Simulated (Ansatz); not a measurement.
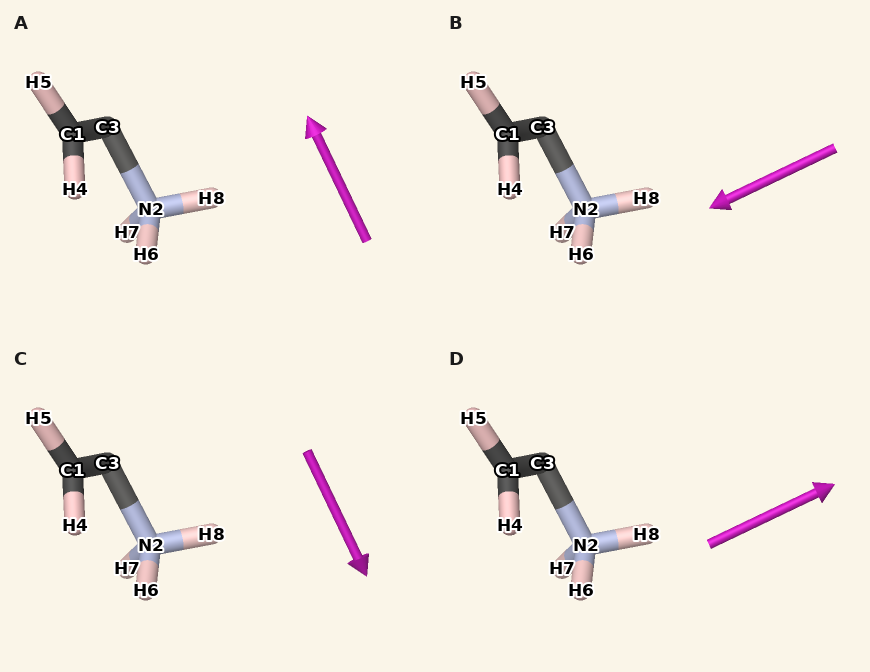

The same molecule four times, each with an arrow. The geometry was computed by an optimisation with PBE0-D4/def2-TZVP. No frequency run is at hand to confirm it as a minimum. Properties computed with RKS PBE0-D4/def2-TZVP (Ansatz 0.2.0).

> Which arrow points along the dipole moment, from the negative to the positive end?

C. The dipole moment is 5.34 D; it points from the side of H5 to the side of H6 (the outermost atoms at the two ends).
